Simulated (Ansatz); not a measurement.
# FCI/STO-3G run of CH6B− ([BMeH3]-)

Aim: the energy change on altering one bond length of CH6B− ([BMeH3]-) at FCI/STO-3G, from 2 runs. 

The calculation is run with Ansatz 0.2.0.

1 further run of the same task is left out (it didn't finish).

## 1. The molecule

CH6B− has 8 atoms, charge -1, and is taken as a singlet. SMILES: `[H][B-]([H])([H])C`. The shape is that of a GFN2-xTB optimisation.

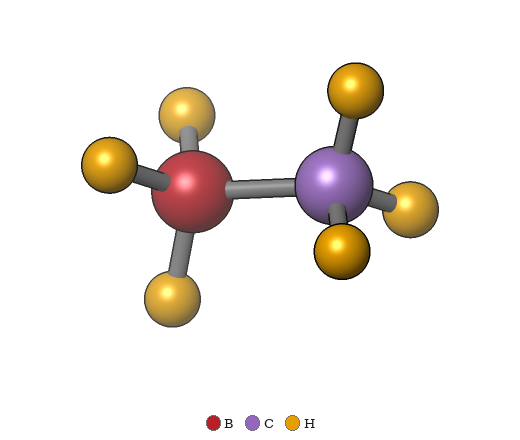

Viewed from a chosen angle; boron red, carbon purple, hydrogen amber.

## 2. A single-point energy at FCI/STO-3G

Input file input.yaml:

```yaml
crystal:
  periodic: [false, false, false]
  atoms:
    - symbol: B
      position_ang: [-0.002120, 0.003030, -0.820260]
    - symbol: C
      position_ang: [0.002160, -0.002850, 0.828840]
    - symbol: H
      position_ang: [-1.010180, 0.041900, 1.245300]
    - symbol: H
      position_ang: [0.550190, 0.849940, 1.244930]
    - symbol: H
      position_ang: [0.469650, -0.905360, 1.238890]
    - symbol: H
      position_ang: [1.151450, -0.035240, -1.249110]
    - symbol: H
      position_ang: [-0.546150, 1.024230, -1.240270]
    - symbol: H
      position_ang: [-0.615010, -0.975650, -1.248310]
basis:
  gaussian:
    orbitals: STO-3G
accuracy: high
total_charge: -1
correlation:
  method: fci
  frozen_orbitals: {B: 1, C: 1, H: 0}
```

Launch:

```sh
$ ansatz run input.yaml --threads 1 --pin off --max-ram 2610MiB --events-out events.jsonl --progress --plain --runs-dir runs
```

The log of the run:

```text
Warning: RAYON_NUM_THREADS=1 ignored (pool sized by the plan → 1); use --threads N
Functional definition: HF
  name "HF"
  exchange = exact_x
  correlation = 0
278 factors; integrals over basis functions are off by at most 1.5e-8 eV
mean field evaluation 1: about -1771.3881 eV, gradient 1.6e1 eV
mean field evaluation 2: about -1771.4850 eV, gradient 1.6e1 eV
mean field evaluation 4: about -1772.5547 eV, gradient 9.6e-1 eV
mean field evaluation 8: about -1772.5576 eV, gradient 1.0e-6 eV
mean field -1772.55762522 eV, -65.1402912441 hartree, gradient 5.4e-8 eV, S^2 0.000000; 0 other end points of the search recorded, 0 dependent functions left out
2 core orbitals not correlated: weight in the atoms' cores, before any rotation towards them, 1.000 or more for the frozen orbitals, at most 0.000 for the correlated occupied ones
reference -1772.55762522 eV, -65.1402912441 hartree; 7, 7 occupied and 7, 7 virtual orbitals, 278 factors
state -1776.19704162 eV, -65.2740373300 hartree
Total energy: -1776.19704162 eV, -65.2740373300 hartree
```

Wall time 55 s (1 thread of Arm Neoverse V2, shared host); peak memory 0.92 GiB.

## 3. The distorted shape, same level

Input file molecule.yaml:

```yaml
crystal:
  periodic: [false, false, false]
  atoms:
    - {symbol: B, position_ang: [-0.139119, -0.210155, -0.924276]}
    - {symbol: C, position_ang: [-0.134839, -0.216035, 0.724824]}
    - {symbol: H, position_ang: [-1.147179, -0.171285, 1.141284]}
    - {symbol: H, position_ang: [0.550190, 0.849940, 1.244930]}
    - {symbol: H, position_ang: [0.332651, -1.118545, 1.134874]}
    - {symbol: H, position_ang: [1.014451, -0.248425, -1.353126]}
    - {symbol: H, position_ang: [-0.683149, 0.811045, -1.344286]}
    - {symbol: H, position_ang: [-0.752009, -1.188835, -1.352326]}
basis:
  gaussian:
    orbitals: STO-3G
total_charge: -1
correlation:
  method: fci
  frozen_orbitals: {B: 1, C: 1, H: 0}
accuracy: high
```

Launch:

```sh
$ ansatz run molecule.yaml --threads 1 --pin off --max-ram 2610MiB --events-out events.jsonl --progress --plain --runs-dir runs
```

The log of the run:

```text
Warning: RAYON_NUM_THREADS=1 ignored (pool sized by the plan → 1); use --threads N
[... 4 set-up lines as earlier in the session ...]
278 factors; integrals over basis functions are off by at most 1.7e-8 eV
mean field evaluation 1: about -1770.0268 eV, gradient 1.8e1 eV
mean field evaluation 2: about -1770.1181 eV, gradient 1.8e1 eV
mean field evaluation 4: about -1771.3972 eV, gradient 1.3e0 eV
mean field evaluation 8: about -1771.4030 eV, gradient 1.9e-6 eV
mean field -1771.40304435 eV, -65.0978611799 hartree, gradient 8.8e-8 eV, S^2 0.000000; 0 other end points of the search recorded, 0 dependent functions left out
2 core orbitals not correlated: weight in the atoms' cores, before any rotation towards them, 1.000 or more for the frozen orbitals, at most 0.000 for the correlated occupied ones
reference -1771.40304435 eV, -65.0978611799 hartree; 7, 7 occupied and 7, 7 virtual orbitals, 278 factors
state -1775.41235736 eV, -65.2452007153 hartree
Total energy: -1775.41235736 eV, -65.2452007153 hartree
```

It took 51 s on 1 thread of Arm Neoverse V2, shared host; peak memory 0.92 GiB.

## 4. Outcome

Level: FCI/STO-3G, 2 core orbitals frozen.

| quantity | value |
| --- | --- |
| first shape: total energy | -65.27404 Eh |
| first shape: correlation energy (2 core orbitals frozen) | -133.7 mEh |
| distorted shape: total energy | -65.24520 Eh |
| distorted shape: correlation energy (2 core orbitals frozen) | -147.3 mEh |
| energy change with the C2–H4 bond stretched from 1.096 to 1.370 Å | 0.785 eV |

What this shows: With the C2–H4 bond stretched from 1.096 to 1.370 Å the energy rises by 0.78 eV (18.1 kcal/mol). The first shape isn't relaxed at this level, so the change isn't measured from a minimum. The minimal basis adds a large error of its own.
